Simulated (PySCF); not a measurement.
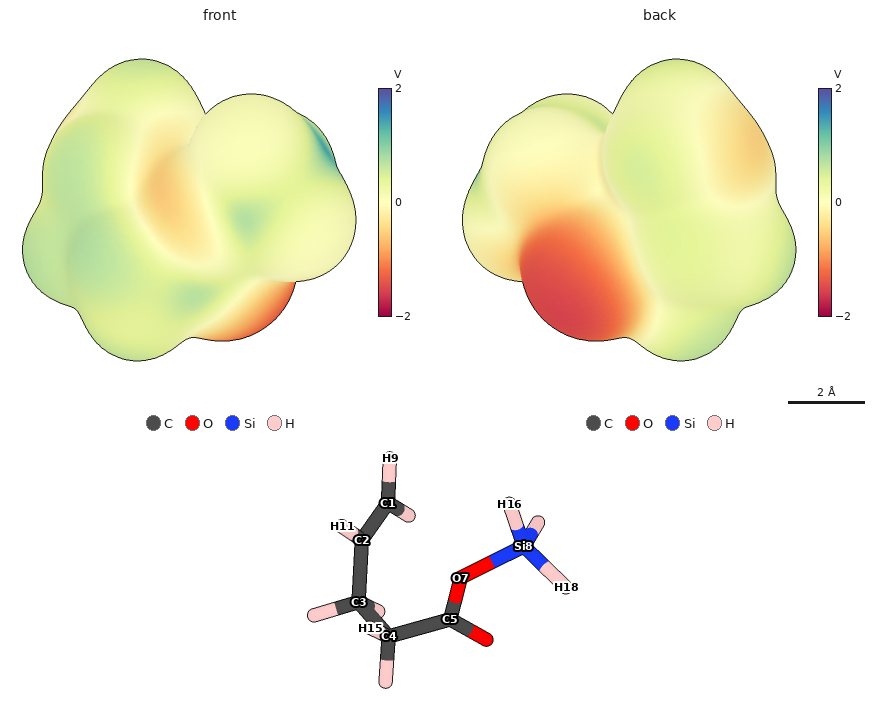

Figure. C$_{5}$H$_{10}$O$_{2}$Si. The electrostatic potential painted on the density surface at 0.001 e/bohr³, seen from the front and from behind; the colour scale runs from red (negative) to blue (positive). The bare structure is drawn below in the same view.

Geometry: GFN2-xTB.

Method: CAM-B3LYP/def2-SVPD, SCF density, gas phase (PySCF).

The calculation's input:

```
{"job": {"kind": "uv", "xc": "CAM-B3LYP", "basis": "def2-SVPD", "nstates": 8, "ntriplets": 3}, "charge": 0, "multiplicity": 1}
C     -1.538391     1.449007    -0.787789
C     -1.613553     0.576280     0.198571
C     -1.615212    -0.908238     0.011851
C     -0.381615    -1.550388     0.674421
C      0.853226    -0.988414     0.015748
O      1.350276    -1.423224    -0.988881
O      1.328181     0.082149     0.635266
Si     2.580881     0.985390     0.020570
H     -1.529661     2.511069    -0.612023
H     -1.487092     1.134273    -1.817546
H     -1.657499     0.913097     1.226147
H     -2.511682    -1.336216     0.468824
H     -1.616834    -1.152374    -1.051894
H     -0.406578    -2.630316     0.526717
H     -0.363405    -1.315851     1.738871
H      2.602057     2.016730     1.047830
H      2.209489     1.473708    -1.301028
H      3.788655     0.169635    -0.017314
```

Command:

```sh
OMP_NUM_THREADS=1 python probes_run.py task.json out
```

> Which sites attract a positive test charge, and which a negative one?

A positive charge is drawn to the negative regions and a negative charge to the positive ones. The most negative region (about −1.5 V, or −35 kcal/mol for a unit charge) lies over O6, the most positive (about +1.2 V, or +28 kcal/mol for a unit charge) over Si8. O6 is the likeliest acceptor of a hydrogen bond.

> How polar is the molecule by this calculation?

Its dipole moment is 1.99 D.
